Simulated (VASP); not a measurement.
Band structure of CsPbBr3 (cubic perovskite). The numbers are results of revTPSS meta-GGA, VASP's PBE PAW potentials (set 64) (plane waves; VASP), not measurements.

Unless said otherwise, spin-orbit coupling is left out, though it shifts the bands of the heavy elements here.

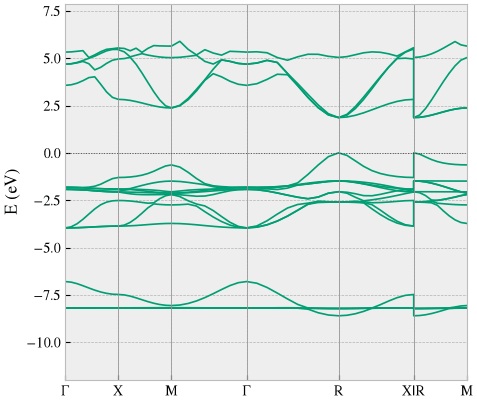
Figure. Bands along high-symmetry lines, zero at the valence-band maximum or, without a gap, the Fermi level

### Question
Read the plot: is there a gap, and where are the band edges?

### Answer
The gap is direct, 1.86 eV, from the valence maximum at R to the conduction minimum at R.

The compound is CsPbBr3 in the cubic perovskite structure, the ideal cubic form; the compound distorts at low or room temperature. It was relaxed first, which changed the volume by +5 %.
